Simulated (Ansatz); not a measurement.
## Ag wire along [110], 14 atoms a period: bands along the axis

Wanted: the relaxed geometry and the bands of the Ag wire along [110], 14 atoms a period.

Calculated with Ansatz 0.2.0; DFT PBE, plane waves, PAW; relaxation of a wire's period; PAW set soft_1, in the first sound run; inputs show where later runs differ.

### 1. Set-up

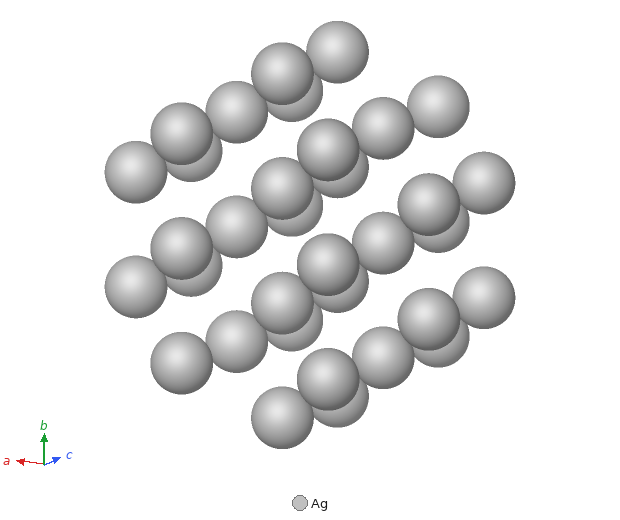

The starting structure, seen at a slant to the c axis (silver light grey). 1×1×2 cells are drawn. Some periodic images of atoms are drawn too.

The cell holds 14 atoms: 14 Ag. Its edges and angles: a = 15.100 Å, b = 15.603 Å, c = 2.934 Å, α = 90.0°, β = 90.0°, γ = 90.0°. Vacuum lies along a and b. The structure's axis is c.

### 2. Relaxation of atoms and period

Band widths follow the bond lengths, so the wire is relaxed first. The atoms and the third cell vector are free; the box across stays fixed as vacuum. A Fermi-Dirac smearing is set since the result may be a metal. The pressure printed is a third of the stress's trace over the whole box, vacuum included; only the stress along the axis is relaxed.

File input.yaml:

```yaml
crystal:
  lattice:
    - [15.1, 0.0, 0.0]
    - [0.0, 15.603, 0.0]
    - [0.0, 0.0, 2.9344931419]
  atoms:
    - { symbol: Ag, position: [0.362582781, 0.68808773, 0.0] }
    - { symbol: Ag, position: [0.362582781, 0.500015363, 0.0] }
    - { symbol: Ag, position: [0.637417219, 0.68808773, 0.0] }
    - { symbol: Ag, position: [0.637417219, 0.500015363, 0.0] }
    - { symbol: Ag, position: [0.225165563, 0.40597918, 0.5] }
    - { symbol: Ag, position: [0.225165563, 0.594051547, 0.5] }
    - { symbol: Ag, position: [0.5, 0.217906813, 0.5] }
    - { symbol: Ag, position: [0.5, 0.40597918, 0.5] }
    - { symbol: Ag, position: [0.5, 0.594051547, 0.5] }
    - { symbol: Ag, position: [0.5, 0.782123914, 0.5] }
    - { symbol: Ag, position: [0.774834437, 0.40597918, 0.5] }
    - { symbol: Ag, position: [0.774834437, 0.594051547, 0.5] }
    - { symbol: Ag, position: [0.362582781, 0.311942996, 0.0] }
    - { symbol: Ag, position: [0.637417219, 0.311942996, 0.0] }
kpoints:
  mp_grid: { grid: [1, 1, 28] }
scf:
  occupations: { method: fermi_dirac, width: 0.05 }
hamiltonian:
  xc: pbe
  pseudopotentials: { kind: paw, azcp: { folder: soft_1 } }
relax:
  cell: { fix: [a, b, alpha, beta, gamma] }
  max_steps: 45
  f_tol: 0.03
```

Started as:

```sh
ansatz run input.yaml --threads 4 --pin off --max-ram 16384MiB --backend cpu --events-out ev --progress --plain --runs-dir out
```

Numbers of over 12 decimals in the logs are rounded to 6 here.

The program printed:

```text
Engine: ansatz 0.2.0, aarch64-unknown-linux-gnu
Pseudopotentials: kind: paw
Pseudopotential: Ag, paw, valence charge 19, recommended cutoff 420 eV (normal), soft_1/Ag.paw.azcp
Functional definition: PBE
  parameter kappa = 0.804
  parameter beta = 0.066725
  exchange = pbe_x(kappa = kappa, mu = beta*pi^2/3)
  correlation = pbe_c(beta = beta)
Crystal: 14 atoms, lattice volume = 691.382 Å³
Basis set: ecut = 420 eV, 13407 PW (Γ), exchange–correlation on 216×216×40 points (8 copies of the dense FFT grid, shifted against one another)
Bands: 160, of which v1, the nominal top of the filled ones, is band 133 counted from 1 (132 counted from 0)
Symmetry: 8 space group operations
Space group: Pmmm (ITA 47), of the structure as read, at distance tolerance 8.8e-5 Å
k-points: 15 of 28
Non-local potential: Ag, projectors of the file, l = 0: 3, l = 1: 2, l = 2: 2, l = 3: 1
PAW form: soft (Blöchl's): semilocal exchange-correlation on the pseudo side does not see the compensation charge
PAW one-centre angular grid: Ag, 590 points (default); XC on 64 Gauss nodes
Initial density: superposition of atomic densities (neutral atoms: chi_scale 0, normalization atom)
Initial wavefunctions: pseudopotential atomic-orbital guess
Functional: x = pbe(κ = 0.804, μ = 0.219515), c = pbe(β = 0.066725)
SCF iter   1: F=—  HF=-106265.757446 eV  |F-HF|=—  |Δ(HF+E_count)|=         —  Δρ=3.20e-2  dr2=9.43e0  ethr=3.10e-3  ⟨swp⟩=6.3  Hψ=9382  notcnv=0  defer=63
preconditioner: auto → LDOS  [metal: Δε(μ)=0.015 eV  Ē_g=7.946 eV  σ=0.050 eV  W_gap=0.07  n_scr=134 (ndim 8)  ℏωp=17.5 eV  f_vac=0.565  D(μ)=4.48/eV (n_scr^D=20)  β→1.0]
SCF iter   2: F=—  HF=-106267.645725 eV  |F-HF|=—  |Δ(HF+E_count)|=    1.89e0  Δρ=4.78e-2  dr2=1.43e1  ethr=3.10e-3  ⟨swp⟩=2.7  Hψ=5047  notcnv=0  defer=255
SCF iter   3: F=—  HF=-106263.437160 eV  |F-HF|=—  |Δ(HF+E_count)|=    4.21e0  Δρ=8.29e-3  dr2=3.75e-1  ethr=3.10e-3  ⟨swp⟩=2.1  Hψ=4400  notcnv=0  defer=257
SCF iter   4: F=—  HF=-106263.357614 eV  |F-HF|=—  |Δ(HF+E_count)|=   7.95e-2  Δρ=1.38e-3  dr2=1.38e-2  ethr=1.41e-4  ⟨swp⟩=2.4  Hψ=4475  notcnv=0  defer=256
SCF iter   5: F=—  HF=-106263.355112 eV  |F-HF|=—  |Δ(HF+E_count)|=   2.50e-3  Δρ=4.30e-4  dr2=1.11e-3  ethr=5.19e-6  ⟨swp⟩=2.1  Hψ=4228  notcnv=0  defer=256
SCF iter   6: F=—  HF=-106263.355480 eV  |F-HF|=—  |Δ(HF+E_count)|=   3.68e-4  Δρ=1.25e-4  dr2=1.66e-4  ethr=4.17e-7  ⟨swp⟩=2.3  Hψ=3395  notcnv=0  defer=256
SCF iter   7: F=—  HF=-106263.355513 eV  |F-HF|=—  |Δ(HF+E_count)|=   3.26e-5  Δρ=3.53e-5  dr2=7.03e-6  ethr=6.25e-8  ⟨swp⟩=2.0  Hψ=3301  notcnv=0  defer=256
SCF iter   8: F=—  HF=-106263.355708 eV  |F-HF|=—  |Δ(HF+E_count)|=   1.95e-4  Δρ=1.27e-5  dr2=1.23e-6  ethr=2.64e-9  ⟨swp⟩=3.3  Hψ=4584  notcnv=0  defer=256
SCF iter   9: F=—  HF=-106263.355709 eV  |F-HF|=—  |Δ(HF+E_count)|=   3.03e-7  Δρ=4.66e-6  dr2=1.08e-7  ethr=4.64e-10  ⟨swp⟩=2.0  Hψ=3301  notcnv=0  defer=256
SCF iter  10: F=-106263.355709 eV  HF=-106263.355709 eV  |F-HF|=3.32e-9  |Δ(HF+E_count)|=   1.75e-7  Δρ=1.52e-6  dr2=1.72e-8  ethr=3.76e-11  ⟨swp⟩=4.0  Hψ=7613  notcnv=0
SCF 1 converged in 10 iterations: F = -106263.355709 eV  dr2 = 1.72e-8
  greatest PAW one-centre occupation: 1.001 electrons in one spin orbital (limit 2), on the Ag atom at site 3 (counted from 0), in its partial waves of l = 0
relax step   1: F+E_penalty+E_count = -106263.35570872 eV  Δ(F+E_penalty+E_count) = +0.000e0 eV  max|allowed force component| = 3.260e-1 eV/Å  Δτ_max = 0.0000 Å  P = -1.083 GPa  Ω = 691.382 Å³  fix = [a, b, alpha, beta, gamma]  reactions: a -0.980, b -0.876 GPa  (10 SCF iters, dr2 threshold 1.00e-7 eV, accepted)
Crystal: 14 atoms, lattice volume = 676.286 Å³
Basis set: ecut = 420 eV, 13195 PW (Γ), exchange–correlation on 216×216×40 points (8 copies of the dense FFT grid, shifted against one another)
Initial density: handed on by an earlier stage of this run
Initial wavefunctions: those handed on with the density
iter 1 solved again at ethr=5.12e-5 eV; its pass at ethr=3.10e-3 eV (dr2=1.36e-1 eV) is discarded
SCF iter   1: F=—  HF=-106263.477198 eV  |F-HF|=—  |Δ(HF+E_count)|=         —  Δρ=4.27e-3  dr2=1.36e-1  ethr=5.12e-5  ⟨swp⟩=3.6  Hψ=12067  notcnv=0
preconditioner: auto → LDOS  [metal: Δε(μ)=0.046 eV  Ē_g=8.445 eV  σ=0.050 eV  W_gap=0.22  n_scr=122 (ndim 8)  ℏωp=17.7 eV  f_vac=0.578  D(μ)=4.30/eV (n_scr^D=20)  β→1.0]
SCF iter   2: F=—  HF=-106263.505047 eV  |F-HF|=—  |Δ(HF+E_count)|=   2.78e-2  Δρ=5.70e-3  dr2=2.49e-1  ethr=5.12e-5  ⟨swp⟩=2.8  Hψ=4791  notcnv=0
SCF iter   3: F=—  HF=-106263.442165 eV  |F-HF|=—  |Δ(HF+E_count)|=   6.29e-2  Δρ=7.50e-4  dr2=6.25e-3  ethr=5.12e-5  ⟨swp⟩=2.2  Hψ=4148  notcnv=0  defer=93
SCF iter   4: F=—  HF=-106263.441565 eV  |F-HF|=—  |Δ(HF+E_count)|=   6.00e-4  Δρ=3.67e-4  dr2=8.62e-4  ethr=2.35e-6  ⟨swp⟩=2.0  Hψ=3651  notcnv=0  defer=148
SCF iter   5: F=—  HF=-106263.441809 eV  |F-HF|=—  |Δ(HF+E_count)|=   2.45e-4  Δρ=4.94e-5  dr2=1.31e-5  ethr=3.24e-7  ⟨swp⟩=2.1  Hψ=3703  notcnv=0  defer=148
SCF iter   6: F=—  HF=-106263.441815 eV  |F-HF|=—  |Δ(HF+E_count)|=   5.25e-6  Δρ=2.49e-5  dr2=4.16e-6  ethr=5.26e-10  ⟨swp⟩=5.0  Hψ=8822  notcnv=0
SCF iter   7: F=-106263.441815 eV  HF=-106263.441814 eV  |F-HF|=1.14e-7  |Δ(HF+E_count)|=   1.12e-7  Δρ=5.20e-6  dr2=1.13e-7  ethr=5.26e-10  ⟨swp⟩=4.0  Hψ=7602  notcnv=0
SCF 2 converged in 7 iterations: F = -106263.441815 eV  dr2 = 1.13e-7
relax step   2: F+E_penalty+E_count = -106263.44181460 eV  Δ(F+E_penalty+E_count) = -8.611e-2 eV  max|allowed force component| = 1.692e-1 eV/Å  Δτ_max = 0.1571 Å  P = +0.865 GPa  Ω = 676.286 Å³  energy of the carried Pulay correction = +2.573e-3 eV  fix = [a, b, alpha, beta, gamma]  reactions: a +0.933, b +0.928 GPa  (7 SCF iters, dr2 threshold 1.40e-6 eV, accepted)
Crystal: 14 atoms, lattice volume = 679.955 Å³
Basis set: ecut = 420 eV, 13247 PW (Γ), exchange–correlation on 216×216×40 points (8 copies of the dense FFT grid, shifted against one another)
iter 1 solved again at ethr=1.07e-5 eV; its pass at ethr=3.10e-3 eV (dr2=2.86e-2 eV) is discarded
SCF iter   1: F=—  HF=-106263.506967 eV  |F-HF|=—  |Δ(HF+E_count)|=         —  Δρ=1.98e-3  dr2=2.89e-2  ethr=1.07e-5  ⟨swp⟩=2.4  Hψ=11435  notcnv=0
preconditioner: auto → LDOS  [metal: Δε(μ)=0.069 eV  Ē_g=8.406 eV  σ=0.050 eV  W_gap=0.30  n_scr=126 (ndim 8)  ℏωp=17.7 eV  f_vac=0.572  D(μ)=4.37/eV (n_scr^D=20)  β→1.0]
SCF iter   2: F=—  HF=-106263.511660 eV  |F-HF|=—  |Δ(HF+E_count)|=   4.69e-3  Δρ=2.24e-3  dr2=5.62e-2  ethr=1.07e-5  ⟨swp⟩=2.2  Hψ=4590  notcnv=0
SCF iter   3: F=—  HF=-106263.499628 eV  |F-HF|=—  |Δ(HF+E_count)|=   1.20e-2  Δρ=3.06e-4  dr2=8.76e-4  ethr=1.07e-5  ⟨swp⟩=2.1  Hψ=3961  notcnv=0
SCF iter   4: F=—  HF=-106263.500061 eV  |F-HF|=—  |Δ(HF+E_count)|=   4.33e-4  Δρ=2.48e-4  dr2=3.38e-4  ethr=3.29e-7  ⟨swp⟩=2.0  Hψ=3854  notcnv=0
SCF iter   5: F=—  HF=-106263.499972 eV  |F-HF|=—  |Δ(HF+E_count)|=   8.88e-5  Δρ=1.97e-5  dr2=2.85e-6  ethr=1.27e-7  ⟨swp⟩=2.0  Hψ=3804  notcnv=0
SCF iter   6: F=-106263.499973 eV  HF=-106263.499973 eV  |F-HF|=4.57e-7  |Δ(HF+E_count)|=   1.38e-6  Δρ=1.04e-5  dr2=8.11e-7  ethr=5.26e-10  ⟨swp⟩=5.0  Hψ=8729  notcnv=0
SCF 3 converged in 6 iterations: F = -106263.499973 eV  dr2 = 8.11e-7
relax step   3: F+E_penalty+E_count = -106263.49997299 eV  Δ(F+E_penalty+E_count) = -5.816e-2 eV  max|allowed force component| = 2.795e-2 eV/Å  Δτ_max = 0.0599 Å  P = -0.051 GPa  Ω = 679.955 Å³  energy of the carried Pulay correction = +1.942e-3 eV  fix = [a, b, alpha, beta, gamma]  reactions: a -0.009, b -0.003 GPa  (6 SCF iters, dr2 threshold 1.40e-6 eV, accepted)
Crystal: 14 atoms, lattice volume = 678.720 Å³
iter 1 solved again at ethr=1.37e-7 eV; its pass at ethr=3.10e-3 eV (dr2=3.65e-4 eV) is discarded
SCF iter   1: F=—  HF=-106263.501168 eV  |F-HF|=—  |Δ(HF+E_count)|=         —  Δρ=2.30e-4  dr2=4.01e-4  ethr=1.37e-7  ⟨swp⟩=3.1  Hψ=10695  notcnv=0
preconditioner: auto → LDOS  [metal: Δε(μ)=0.084 eV  Ē_g=8.391 eV  σ=0.050 eV  W_gap=0.38  n_scr=122 (ndim 8)  ℏωp=17.7 eV  f_vac=0.572  D(μ)=4.48/eV (n_scr^D=20)  β→1.0]
SCF iter   2: F=—  HF=-106263.501177 eV  |F-HF|=—  |Δ(HF+E_count)|=   9.22e-6  Δρ=2.57e-4  dr2=4.53e-4  ethr=1.37e-7  ⟨swp⟩=2.0  Hψ=4433  notcnv=0
SCF iter   3: F=—  HF=-106263.501038 eV  |F-HF|=—  |Δ(HF+E_count)|=   1.39e-4  Δρ=4.29e-5  dr2=1.44e-5  ethr=1.37e-7  ⟨swp⟩=2.0  Hψ=4313  notcnv=0
SCF iter   4: F=—  HF=-106263.501504 eV  |F-HF|=—  |Δ(HF+E_count)|=   4.66e-4  Δρ=1.65e-5  dr2=1.54e-6  ethr=5.42e-9  ⟨swp⟩=2.0  Hψ=4254  notcnv=0
SCF iter   5: F=—  HF=-106263.501504 eV  |F-HF|=—  |Δ(HF+E_count)|=   2.68e-7  Δρ=3.06e-6  dr2=5.40e-8  ethr=5.78e-10  ⟨swp⟩=2.1  Hψ=3778  notcnv=0
SCF iter   6: F=-106263.501504 eV  HF=-106263.501504 eV  |F-HF|=6.66e-9  |Δ(HF+E_count)|=   2.01e-8  Δρ=1.59e-6  dr2=1.59e-8  ethr=1.83e-11  ⟨swp⟩=4.0  Hψ=7611  notcnv=0
SCF 4 converged in 6 iterations: F = -106263.501504 eV  dr2 = 1.59e-8
relax step   4: F+E_penalty+E_count = -106263.50150352 eV  Δ(F+E_penalty+E_count) = -1.531e-3 eV  max|allowed force component| = 1.002e-2 eV/Å  Δτ_max = 0.0099 Å  P = +0.014 GPa  Ω = 678.720 Å³  energy of the carried Pulay correction = +2.154e-3 eV  fix = [a, b, alpha, beta, gamma]  reactions: a +0.041, b +0.041 GPa  (6 SCF iters, dr2 threshold 4.88e-8 eV, accepted)
Initial wavefunctions: pseudopotential atomic-orbital guess (no wavefunctions were taken with the density)
iter 1 solved again at ethr=2.12e-7 eV; its pass at ethr=3.10e-3 eV (dr2=5.63e-4 eV) is discarded
SCF iter   1: F=—  HF=-106263.498749 eV  |F-HF|=—  |Δ(HF+E_count)|=         —  Δρ=3.43e-5  dr2=1.33e-6  ethr=2.12e-7  ⟨swp⟩=4.2  Hψ=16771  notcnv=0
preconditioner: auto → LDOS  [metal: Δε(μ)=0.084 eV  Ē_g=8.394 eV  σ=0.050 eV  W_gap=0.37  n_scr=122 (ndim 8)  ℏωp=17.7 eV  f_vac=0.572  D(μ)=4.47/eV (n_scr^D=20)  β→1.0]
SCF iter   2: F=—  HF=-106263.499213 eV  |F-HF|=—  |Δ(HF+E_count)|=   4.64e-4  Δρ=2.39e-5  dr2=2.94e-6  ethr=4.99e-10  ⟨swp⟩=3.0  Hψ=5429  notcnv=0
SCF iter   3: F=—  HF=-106263.499212 eV  |F-HF|=—  |Δ(HF+E_count)|=   7.74e-7  Δρ=1.03e-5  dr2=6.10e-7  ethr=4.99e-10  ⟨swp⟩=2.0  Hψ=4398  notcnv=0
SCF iter   4: F=—  HF=-106263.499212 eV  |F-HF|=—  |Δ(HF+E_count)|=   1.63e-7  Δρ=2.49e-6  dr2=3.56e-8  ethr=2.29e-10  ⟨swp⟩=2.1  Hψ=3427  notcnv=0
SCF iter   5: F=—  HF=-106263.499212 eV  |F-HF|=—  |Δ(HF+E_count)|=   9.91e-9  Δρ=4.89e-7  dr2=1.45e-9  ethr=1.34e-11  ⟨swp⟩=2.1  Hψ=3751  notcnv=0
SCF iter   6: F=-106263.499212 eV  HF=-106263.499212 eV  |F-HF|=7.28e-11  |Δ(HF+E_count)|=  3.49e-10  Δρ=6.46e-8  dr2=3.98e-11  ethr=1.00e-12  ⟨swp⟩=3.3  Hψ=9400  notcnv=0
SCF 5 converged in 6 iterations: F = -106263.499212 eV  dr2 = 3.98e-11
relax step   5: F+E_penalty+E_count = -106263.49921211 eV  Δ(F+E_penalty+E_count) = +2.291e-3 eV  max|allowed force component| = 9.980e-3 eV/Å  Δτ_max = 0.0000 Å  P = +0.016 GPa  Ω = 678.720 Å³  fix = [a, b, alpha, beta, gamma]  reactions: a +0.044, b +0.043 GPa  stress off target by 3.79e-2 GPa on what of the cell is left free  SCF on the basis re-selected at this cell (its energy is not comparable with the rows above)  (6 SCF iters)
basis re-selected at this cell: Δ(F+E_penalty+E_count) = +2.291e-3 eV, ΔP = +0.003 GPa vs the last step (what re-selecting the basis moved, of the pressure what is left beyond the Pulay correction that the steps carried, after the strain that the cell walked since its last selection, with what the two solves' SCF thresholds leave and, on support functions, any second-order correction that the steps lacked; it is no m [...]
SCF converged after 6 iterations
Free energy (F): -106263.499212 eV
Harris-Foulkes:  -106263.499212 eV  (|F-HF|=7.28e-11)
Internal energy: -106263.461840 eV  (E = F + TS)
E sigma→0 (E₀):  -106263.480526 eV
Entropy (-TS):   -0.037372 eV (-2.669 meV/atom)
Fermi energy:    3.388324 eV
--- Per-component energies (eV) ---
  E_band       = -6941.111556
  E_kinetic    = 6549.842255
  E_local      = -187018.025153  (includes V_loc(G=0)·N_el)
  E_nonlocal   = 449.282953
  E_hartree    = 91452.103058
  E_xc         = -2217.013030
  E_vxc        = -2804.330701  (∫ρ·V_xc dr)
  E_paw        = -55386.714703  (= ΣΔE_a)
  E_vpaw       = -7022.093099  (= ΣTr[D̂ρ^β])
  E_aug_tail   = 0.005252  (compensation charges beyond the density's cutoff)
  E_ewald      = 39907.057527
  E_smearing   = -0.037372  (= −TS)
  E_closure    = -0.000000  (closes the sum)
  Σ components = -106263.499212   (vs F -106263.499212, Δ=0.00e0)
--- Forces (eV/Å), atoms counted from 1 ---
  atom   1  Ag    -0.00485467     0.00375970     0.00000000
  atom   2  Ag     0.00345296    -0.00000000    -0.00000000
  atom   3  Ag     0.00485467     0.00375970     0.00000000
  atom   4  Ag    -0.00345296    -0.00000000     0.00000000
  atom   5  Ag    -0.00138281    -0.00602219    -0.00000000
  atom   6  Ag    -0.00138281     0.00602219     0.00000000
  atom   7  Ag     0.00000000     0.00420452     0.00000000
  atom   8  Ag     0.00000000     0.00998016     0.00000000
  atom   9  Ag    -0.00000000    -0.00998016    -0.00000000
  atom  10  Ag    -0.00000000    -0.00420452    -0.00000000
  atom  11  Ag     0.00138281    -0.00602219    -0.00000000
  atom  12  Ag     0.00138281     0.00602219     0.00000000
  atom  13  Ag    -0.00485467    -0.00375970    -0.00000000
  atom  14  Ag     0.00485467    -0.00375970    -0.00000000
  max |Σ_I F_I| component: 8.67e-19 eV/Å
--- Stress (GPa, compression-positive) ---
        0.044033       0.000000      -0.000000
        0.000000       0.043308       0.000000
       -0.000000       0.000000      -0.037909
  P = ⅓ Tr σ = 0.0165 GPa (0.165 kbar)
--- Relaxed structure (4 steps of the walk, 4 accepted, 1 SCFs on fresh bases) ---
  F+E_penalty+E_count = -106263.49921211 eV   max|allowed force component| = 9.980e-3 eV/Å   (the final SCF, on the basis selected at the relaxed cell)
  cell:  # Å, volume = 678.7198 Å³
    - [15.1, 0, 0]
    - [0, 15.603, 0]
    - [0, 0, 2.880749]
  atoms:
    - { symbol: Ag, position: [0.361753, 0.687915, 0] }
    - { symbol: Ag, position: [0.361982, 0.500015, 0] }
    - { symbol: Ag, position: [0.638247, 0.687915, 0] }
    - { symbol: Ag, position: [0.638018, 0.500015, 0] }
    - { symbol: Ag, position: [0.229209, 0.406892, 0.500000] }
    - { symbol: Ag, position: [0.229209, 0.593138, 0.500000] }
    - { symbol: Ag, position: [0.5, 0.225439, 0.500000] }
    - { symbol: Ag, position: [0.5, 0.408370, 0.500000] }
    - { symbol: Ag, position: [0.5, 0.591661, 0.500000] }
    - { symbol: Ag, position: [0.5, 0.774592, 0.500000] }
    - { symbol: Ag, position: [0.770791, 0.406892, 0.500000] }
    - { symbol: Ag, position: [0.770791, 0.593138, 0.500000] }
    - { symbol: Ag, position: [0.361753, 0.312116, 0] }
    - { symbol: Ag, position: [0.638247, 0.312116, 0] }
```

Wall time 2.4 min (4 threads of Arm Neoverse V2, shared host); peak memory 2.6 GiB.

(Continued in part 2 of 2.)

[Logs are printed without paths, hosts, clocks, repeated set-up lines and the standing remarks that a program may print on its own settings, such as how far it seeks lower states.]

[Hosts, paths, dates, database ids (printed as entryN), source tags and the programs' standing remarks are cut or masked in the printed files.]
